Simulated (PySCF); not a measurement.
```xyz
2

H     0.0000    0.0000   -0.9210
O     0.0000    0.0000    0.0580
```

Theory: PySCF, PBE0/pcseg-1, non-relativistic, at a bond length of 0.979 Å.

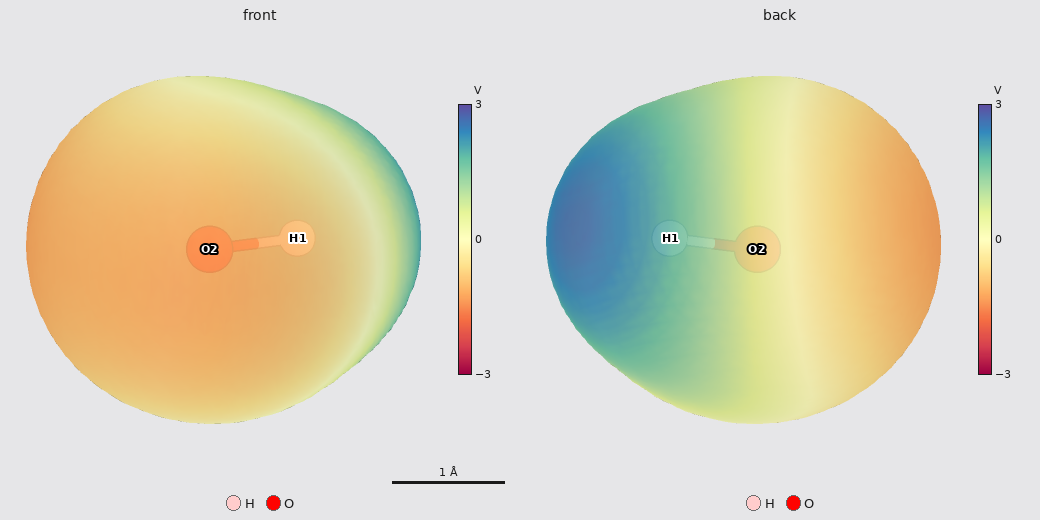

OH (doublet). The electrostatic potential painted on the density surface at 0.002 e/bohr³, seen from the front and from behind; red is negative and blue positive.

Which sites attract a positive test charge, and which a negative one?

Answer. A positive charge is drawn to the negative regions and a negative charge to the positive ones. The most negative region (about −1.3 V) lies over O2, the most positive (about +2.6 V) over H1. O2 is the likeliest acceptor of a hydrogen bond.
